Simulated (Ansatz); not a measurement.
```
Ti Ge Pd
1.0
     4.60540    0.00000    0.00000
     0.00000    4.60540    0.00000
     0.00000    0.00000    4.60540
Ti Ge Pd
1 1 3
Direct
  0.00000 0.00000 0.00000
  0.50000 0.50000 0.50000
  0.00000 0.50000 0.50000
  0.50000 0.00000 0.50000
  0.50000 0.50000 0.00000
```

Space group Pm-3m; a structure generated by program, which may or may not match a known phase; spin-polarised.

Computed with Ansatz, DFT PBE, scalar-relativistic, plane waves, PAW.

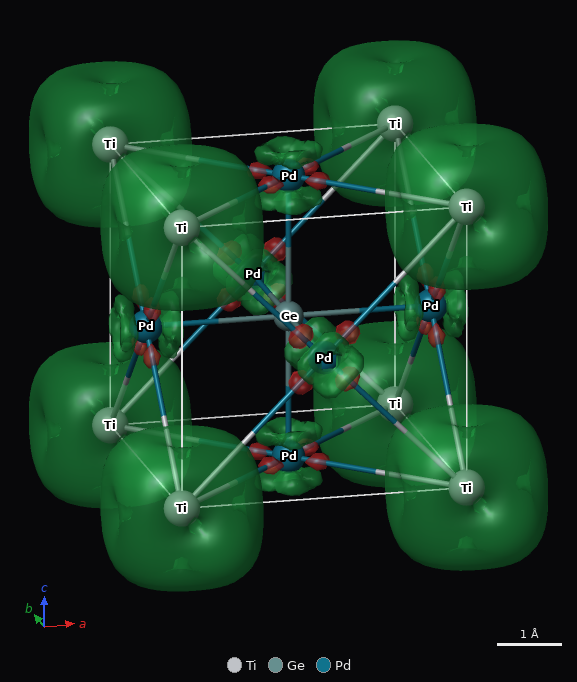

TiGePd3. Isosurfaces of the spin density at +0.03 (green) and −0.03 e/Å³ (red), seen at an oblique angle. Sticks mark near contacts.

Core electrons are frozen (PAW), and the valence fields are smoothed inside the atomic spheres.

> Describe the spin distribution.

The spin density sits on Ti: +1.5 μB in one cell of 5 atoms: parallel main moments, as they must be, since the calculation's own cell holds one magnetic site. The cell of the calculation (5 atoms) carries 1.9 μB of net spin moment.
